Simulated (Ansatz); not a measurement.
# What a change does: single-point calculation on C2H3F2NSi

System: C2H3F2NSi, SMILES C=C=N[SiH](F)F.
Method of run A: RKS PBE0-D4/def2-TZVPP (Ansatz 0.2.0).

The geometry comes from this level: PBE0-D4/def2-TZVP. Text and figures count atoms from 1; the logs count them from 0 in places.

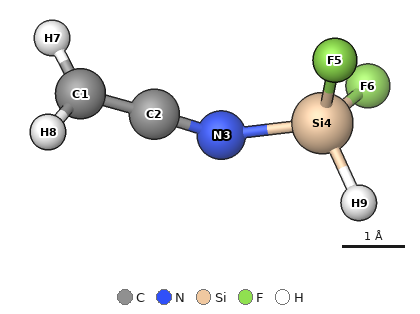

The input geometry (ball-and-stick view, seen at a tilt; atoms are numbered from 1 in the order of the input). Bond lengths as drawn: C–C 1.30 Å, C–H 1.08 Å, C–N 1.21 Å, F–Si 1.58 Å, H–Si 1.47 Å and N–Si 1.70 Å.

**The input, run A**
```yaml
crystal:
  periodic: [false, false, false]
  atoms:
    - {symbol: C, position_ang: [-1.305068, -1.193132, 1.331949]}
    - {symbol: C, position_ang: [-0.581011, -0.746121, 0.342794]}
    - {symbol: N, position_ang: [0.076033, -0.380603, -0.604201]}
    - {symbol: Si, position_ang: [1.079345, 0.928168, -1.029761]}
    - {symbol: F, position_ang: [1.066094, 2.080892, 0.054589]}
    - {symbol: F, position_ang: [0.506522, 1.542992, -2.365823]}
    - {symbol: H, position_ang: [-2.352644, -0.933487, 1.394762]}
    - {symbol: H, position_ang: [-0.856150, -1.814178, 2.094504]}
    - {symbol: H, position_ang: [2.455379, 0.469171, -1.235913]}
basis:
  gaussian: {orbitals: def2-TZVPP}
hamiltonian: {xc: pbe0, dispersion: d4}
output: {orbitals: {seedname: orbitals}}
```

Command:
```bash
ansatz run in.yaml --threads 4 --pin off --events-out ev --progress --plain --max-ram 10444MiB
```

Hardware: 4 threads of Arm Neoverse V1, 23 GiB of memory available, shared host.

**Output (run A)**
```
Functional definition: PBE0
  parameter a = 0.25
  parameter kappa = 0.804
  parameter beta = 0.06672455060314922
  exchange = (1 - a)*pbe_x(kappa = kappa, mu = beta*pi^2/3) + a*exact_x
  correlation = pbe_c(beta = beta)
1295 factors; their error is unknown
mean field evaluation 1: about -16910.8359 eV, gradient 6.7e1 eV
mean field evaluation 2: about -16907.7252 eV, gradient 8.0e1 eV
mean field evaluation 4: about -16918.5821 eV, gradient 3.3e0 eV
mean field evaluation 8: about -16918.6530 eV, gradient 3.5e-1 eV
mean field evaluation 16: about -16918.6532 eV, gradient 2.6e-5 eV
mean field -16918.65317753 eV, -621.7490363992 hartree, gradient 2.6e-5 eV, S^2 0.000000; 0 other end points of the search recorded, 0 dependent functions left out
reference -16918.65320725 eV, -621.7490374915 hartree; 27, 27 occupied and 212, 212 virtual orbitals, 1295 factors
Total energy: -16918.81181081 eV, -621.7548660647 hartree
```

The input of run B differs as follows (lines with − go, lines with + come):
```diff
-hamiltonian: {xc: pbe0, dispersion: d4}
+hamiltonian: {xc: {name: wB97X-V}}
```

How does run B compare with run A?

The total energies belong to different models, so their difference says nothing on which is more stable or more accurate. The HOMO goes from −6.97 to −9.24 eV. The LUMO goes from −1.17 to 1.13 eV. On the same kind of shared host run B took about 2.8 times as long.

**Output (run B)**
```
Functional definition: wB97X-V
  parameter omega = 0.3/bohr
  parameter cx = 0.167
  parameter cx1 = 0.603
  parameter cx2 = 1.194
  parameter css0 = 0.556
  parameter css1 = -0.257
  parameter cos0 = 1.219
  parameter cos1 = -1.850
  parameter b = 6.0
  parameter c = 0.01
  exchange = spin_sum(e_x_unif_sr(omega)*poly(b97_u_x, 1 - cx, cx1, cx2)) + cx*exact_x_sr(omega) + exact_x_lr(omega)
  correlation = spin_sum(e_c_pw_same_spin*poly(b97_u_same, css0, css1))
      + integral(e_c_pw_opposite_spin*poly(b97_u_opposite, cos0, cos1)) + vv10(b, c)
1295 factors; their error is unknown
277 factors; integrals over basis functions are off by at most 8.8e-6 eV
mean field evaluation 1: about -16921.7814 eV, gradient 5.7e1 eV
mean field evaluation 2: about -16923.2043 eV, gradient 5.4e1 eV
mean field evaluation 4: about -16927.1816 eV, gradient 1.6e0 eV
mean field evaluation 8: about -16927.2013 eV, gradient 8.1e-2 eV
mean field evaluation 16: about -16927.2222 eV, gradient 1.2e-4 eV
mean field -16927.22223942 eV, -622.0639436155 hartree, gradient 1.4e-5 eV, S^2 0.000000; 0 other end points of the search recorded, 0 dependent functions left out
reference -16927.22223747 eV, -622.0639435437 hartree; 27, 27 occupied and 212, 212 virtual orbitals, 1295 factors
Total energy: -16927.22223747 eV, -622.0639435437 hartree
```

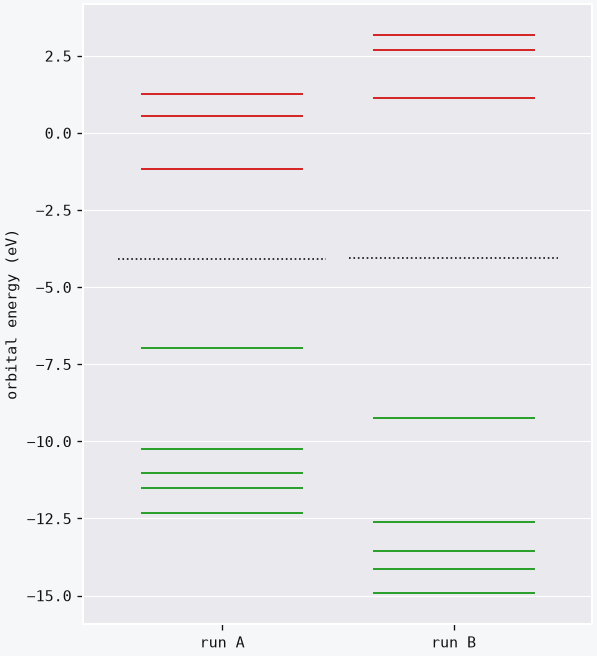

The five highest filled and three lowest empty orbital energies of the two runs; the dotted lines part filled from empty levels. The HOMO–LUMO gap is 5.80 eV in run A and 10.37 eV in run B.

**The two runs side by side**

| quantity | run A | run B |
| --- | --- | --- |
| outcome | converged | converged |
| total energy (hartree) | −621.754866 | −622.063944 |
| HOMO (eV) | −6.97 | −9.24 |
| LUMO (eV) | −1.17 | 1.13 |
| basis functions | 239 | 239 |
| wall time (shared host) | 2.7 s | 7.5 s |
